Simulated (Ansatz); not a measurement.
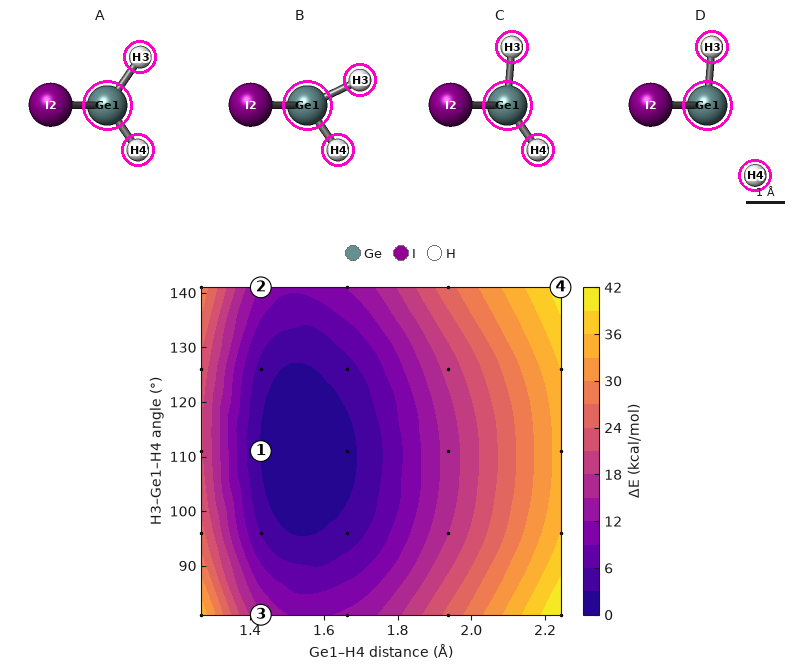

A scan of GeH₂I (multiplicity 2): the Ge1–H4 distance and the H3–Ge1–H4 angle are varied on a grid, with the rest of the molecule carried along rigidly. The map is interpolated between the computed points (dots). The frames are shuffled; each belongs to one numbered point. The picture is a ball-and-stick view, seen from a free direction. The ringed atoms are those of the scanned coordinates.

Level of theory: r2SCAN-D4 (def2-TZVPP, Ansatz), on geometries moved rigidly from the minimum at PBE0-D4/def2-TZVP. Elements past krypton carry the basis set's effective core potentials. Energies are counted from the PBE0-D4/def2-TZVP minimum geometry at the same level.

Which frame belongs to which numbered point?

Point 1 is frame A, at (1.429, 111.0) and 2.8 kcal/mol; 2 is frame C, at (1.429, 141.0) and 11.7 kcal/mol; 3 is frame B, at (1.429, 81.0) and 15.1 kcal/mol; 4 is frame D, at (2.242, 141.0) and 40.6 kcal/mol. In pairs of (Ge1–H4 distance (Å); H3–Ge1–H4 angle (°)): the lowest computed point lies at (1.664, 111.0) (2.2 kcal/mol), the highest at (2.242, 81.0) (42.0 kcal/mol).
